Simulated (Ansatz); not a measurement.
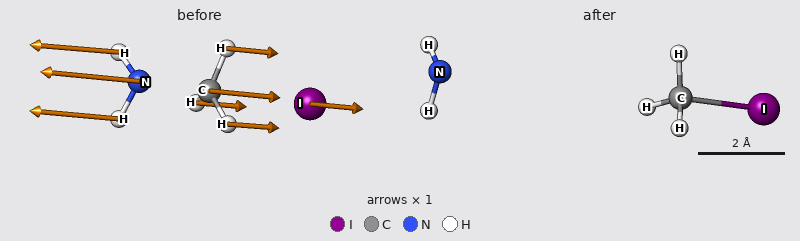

The structure of CH₅IN (charge −1) (coarse preliminary run) before (left) and after (right) a saddle-point search, at one scale. The orange arrows give the displacements, at their true length.

A ball-and-stick model, seen at a tilt.

The reaction that was planned forms C2–N3 and breaks I1–C2 (atoms numbered from 1 in input order).

These are results of Ansatz 0.2.0, RKS PBE0-D4/def2-SVPD, not measurements.

Input file:
```yaml
crystal:
  periodic: [false, false, false]
  atoms:
    - {symbol: I, position_ang: [-2.687155, -0.396607, -1.357949]}
    - {symbol: C, position_ang: [-0.369131, -0.033037, -0.056824]}
    - {symbol: N, position_ang: [1.241984, 0.224693, 0.887909]}
    - {symbol: H, position_ang: [-0.037061, -0.144174, -1.083263]}
    - {symbol: H, position_ang: [-0.870745, 0.893214, 0.197260]}
    - {symbol: H, position_ang: [-0.726640, -0.925502, 0.442485]}
    - {symbol: H, position_ang: [1.673732, 0.984214, 0.357934]}
    - {symbol: H, position_ang: [1.774915, -0.602801, 0.612447]}
basis:
  gaussian: {orbitals: def2-SVPD}
total_charge: -1
hamiltonian: {xc: pbe0, dispersion: d4}
saddle:
  f_tol: 0.04
  max_steps: 70
  order_check: false
  mode_guess:
    - [-0.8640, -0.1355, -0.4850]
    - [1.7185, 0.2722, 0.9860]
    - [-0.8545, -0.1367, -0.5011]
    - [0.0000, 0.0000, 0.0000]
    - [0.0000, 0.0000, 0.0000]
    - [0.0000, 0.0000, 0.0000]
    - [0.0000, 0.0000, 0.0000]
    - [0.0000, 0.0000, 0.0000]
```

Q: What changed between the two?

A: The relaxation stopped without meeting its thresholds, so the last structure isn't shown to be converged. The search stopped after 45 steps with a largest force component of 0.037 eV/Å and a curvature of −0.04 eV/Å² along the mode that it followed. N3 moves most after the best rigid fit: 2.51 Å. Largest moves by element: N 2.51 Å, H 2.24 Å, C 1.80 Å, I 1.34 Å. Among the contacts that change: C2–N3 1.885 → 6.190 Å, I1–C2 2.683 → 2.216 Å, C2–H4 1.085 → 1.094 Å, N3–H7 1.022 → 1.027 Å. New bonds form: I1–C2 (2.68 → 2.22 Å). Among the angles between lasting bonds that change: H4–C2–H5 116.8° → 111.6°, H5–C2–H6 116.3° → 111.7°, H7–N3–H8 104.0° → 101.5°. The run took about 13 core-minutes on a shared host.
